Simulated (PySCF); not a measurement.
Input file:

```
{"job": {"kind": "nmr", "xc": "PBE0", "basis": "pcSseg-1"}, "charge": 0, "multiplicity": 1}
C     -0.812172     2.168757    -2.208526
C     -1.333836     1.212359    -1.699807
C     -1.892600     0.075927    -1.075361
C     -3.176997    -0.226381    -1.263410
Si    -0.779034    -1.005637     0.020448
N      0.722006    -0.105822     0.065079
C      1.683723    -0.693680     0.804198
C      3.002767     0.027204     0.913104
O      1.435918    -1.755567     1.341009
H     -0.388029     3.011918    -2.667330
H     -3.827581     0.371633    -1.882734
H     -3.615718    -1.089281    -0.792958
H     -1.335769    -1.082346     1.367909
H     -0.554285    -2.299318    -0.617946
H      0.896057     0.771574    -0.398829
H      3.697558    -0.564327     1.502186
H      3.417061     0.197829    -0.078662
H      2.852172     0.991477     1.395214
```

Launched as:

```sh
OMP_NUM_THREADS=1 python probes_run.py task.json out
```

Geometry: GFN2-xTB.

Level of theory: PBE0/pcSseg-1, SCF density, gas phase, non-relativistic (PySCF).

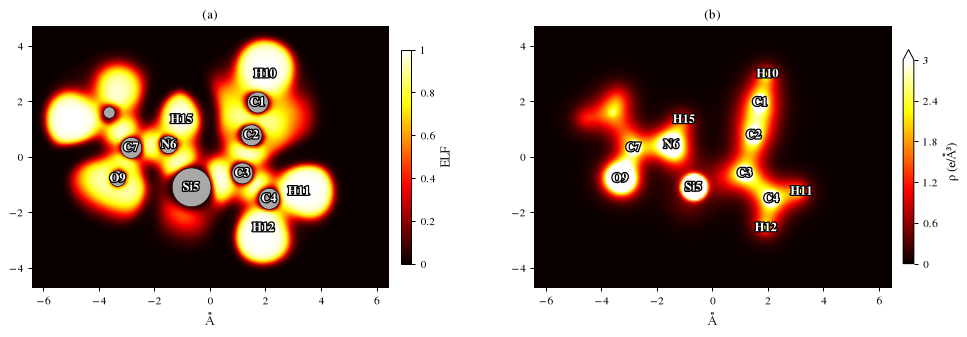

C$_{6}$H$_{9}$NOSi (SMILES C#CC(=C)[SiH2]NC(C)=O). (a) electron localisation function; (b) electron density on the plane of atoms C3, C4 and H12. Grey discs cover the atomic cores in the ELF map.

Question: What do the fields say about this system?

Answer: The plane passes through C, Si, N, O and H nuclei. C–C (1.20 Å): ρ at the midpoint is about 2.7 e/Å³; the ELF peaks at about 0.85 between the atoms (a multiple bond). C–O (1.22 Å): ρ at the midpoint is about 3.3 e/Å³; the ELF peaks at about 0.85 between the atoms (a multiple bond). C–N (1.35 Å): ρ is about 2.4 e/Å³ halfway; the ELF peaks at about 0.90 between the atoms (a covalent bond). Si–N (1.75 Å): ρ is about 1 e/Å³ halfway; the ELF peaks at about 0.95 between the atoms; a shared but strongly polarised pair. C–Si (1.90 Å): ρ is about 0.92 e/Å³ halfway; the ELF peaks at about 1 between the atoms: a covalent bond. The ELF also peaks beside O9, away from the bonds: lone-pair regions.
